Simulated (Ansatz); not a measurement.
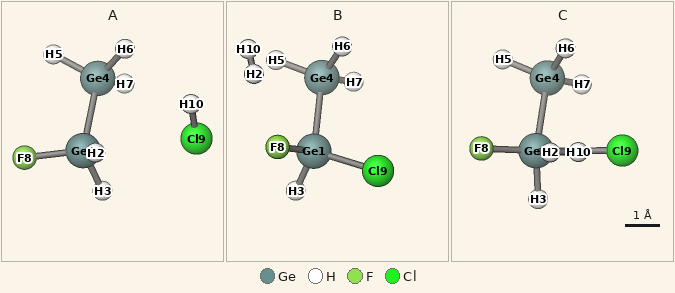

3 geometries from a converged minimum-energy path of Ge₂H₆ClF, made up at the start of Ge₂H₅F and HCl, shuffled. The picture is a ball-and-stick view, seen at a tilt.

Computed with RKS PBE-D4/def2-SVP (Ansatz 0.2.0). Settings: 7 movable images; climbing image; force threshold 0.05 eV/Å; iteration limit 60; starting path through a guess of the saddle point.

> One of them is the converged climbing image. Which?

C. In order along the path, whose images run from 0 to 8: A (image 0, 0.0 kJ/mol), C (image 3, +97.6 kJ/mol), B (image 8, −58.3 kJ/mol). Breaking: Cl9–H10 (1.30 → 1.79 at the top → 5.44 Å), Ge1–H2 (1.55 → 1.84 at the top → 3.43 Å). Forming: Ge1–Cl9 (3.44 → 2.61 at the top → 2.18 Å), H2–H10 (3.29 → 0.91 at the top → 0.77 Å).

Limits of the set-up: the start holds two separate molecules, 2.8 Å apart at their closest, whose relative position is a soft coordinate.

The run took 97 s on 4 threads of AMD EPYC 9R45 96-Core Processor (Zen 5), on a shared host, peak memory 0.23 GiB.
